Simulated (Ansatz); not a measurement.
## Ti3Al, response to strain

Consider Ti3Al (space group P6_3/mmc, No. 194).

```
CELL_PARAMETERS angstrom
      5.75564     0.00000     0.00000
     -2.87782     4.98453     0.00000
      0.00000     0.00000     4.65498
ATOMIC_POSITIONS crystal
  Ti 0.83025 0.66049 0.25000
  Ti 0.16975 0.83025 0.75000
  Ti 0.33951 0.16975 0.25000
  Ti 0.16975 0.33951 0.75000
  Ti 0.83025 0.16975 0.25000
  Ti 0.66049 0.83025 0.75000
  Al 0.33333 0.66667 0.25000
  Al 0.66667 0.33333 0.75000
```

Cartesian axes are those of the cell as printed.

Strains are applied to the cell and any free atomic positions relax; under biaxial strain the out-of-plane vector relaxes too.

Computed with Ansatz (a program for electronic structure), PBE, PAW, cutoff 420 eV, no spin-orbit coupling.

Notes on the quantities. pressure: mean of the normal stresses, compression positive.

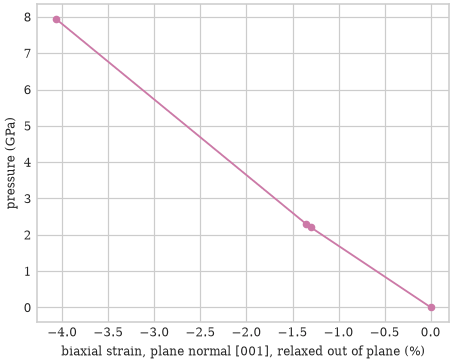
Figure. Pressure against biaxial strain, plane normal [001], relaxed out of plane

| biaxial strain, plane normal [001], relaxed out of plane (%) | pressure |
|---|---|
| -4.07 | 7.9 GPa |
| -1.35 | 2.3 GPa |
| -1.3 | 2.2 GPa |

Whether these cells are dynamically stable was not tested. The final runs are not spin-polarised.
